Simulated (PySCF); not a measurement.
Ti(Cl)3(OSiH3), SMILES [Ti]([Cl])([Cl])([O][SiH3])[Cl] (H₃Cl₃OSiTi) at its PBE0/def2-SVP optimised geometry (Å):

```
9

Ti    -0.3003     1.3472     0.0064
Cl    -0.4291     2.0534    -2.0479
Cl     1.1201     2.5572     1.1261
Cl    -2.2593     1.4300     0.9501
O      0.2463    -0.2932     0.0000
Si     0.7710    -1.8976     0.0000
H      2.2593    -1.8976     0.0000
H      0.2425    -2.5572    -1.2250
H      0.2424    -2.5571     1.2251
```

Level of theory: PBE0/def2-TZVP run with PySCF. Cells within 0.4 Å of a nucleus heavier than hydrogen are left out (blank, or x).

Map of the deformation density (molecule minus spherical neutral atoms) (e/bohr³) on the plane z = 0.0 Å:

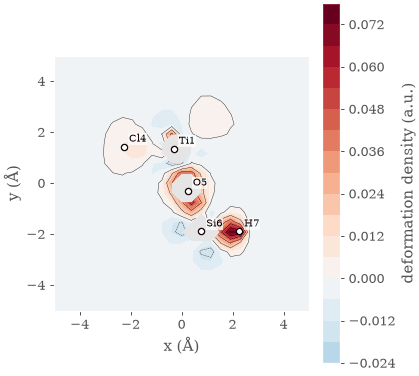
Deformation density (molecule minus spherical neutral atoms) (e/bohr³) on the plane z = 0.0 Å.
